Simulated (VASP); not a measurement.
Band structure of IrO₂ (rutile). Calculation: optB88-vdW, VASP's PBE PAW potentials (set 64) (plane waves; VASP).

Unless said otherwise, spin-orbit coupling is left out, though it shifts the bands of the heavy elements here.

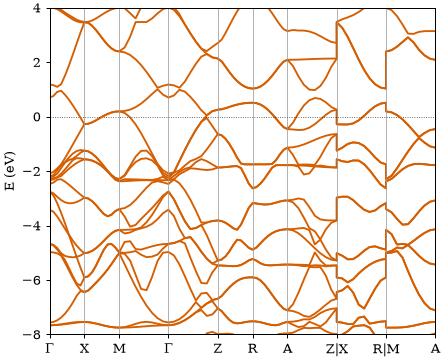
Bands along high-symmetry lines, zero at the valence-band maximum or, without a gap, the Fermi level

Q: Read the plot: is there a gap, and where are the band edges?

A: It has no gap at this level: it comes out as a metal or semimetal. (Edges off the drawn lines would not show.)

The compound is IrO2 in the rutile structure. It was relaxed first.
